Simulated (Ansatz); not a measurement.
The starting structures come from a database of crystals and need not be the phases stable at ambient conditions.

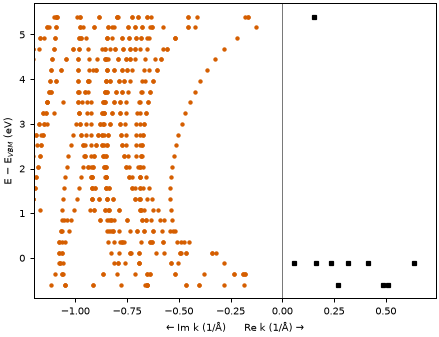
Figure: Complex bands at the centre of the two-dimensional zone; Ansatz (a first-principles code) with r2SCAN

The gap is the functional's own, uncorrected, and κ follows it; spin-orbit coupling is left out. Mid-gap values are interpolated between the computed energies.

Q: This is Rb3Na(WO4)2 (P-3m1, not sure to be the ambient phase, 14 atoms a cell, 20.1 Å³ an atom, -6 GPa at this level) along the normal of (101). Read off the slowest decay at the centre of the two-dimensional zone at 2.52 eV, the computed energy nearest the middle of the gap.

A: κ ≈ 0.52 1/Å, a decay length 1/(2κ) of the density of 0.97 Å.
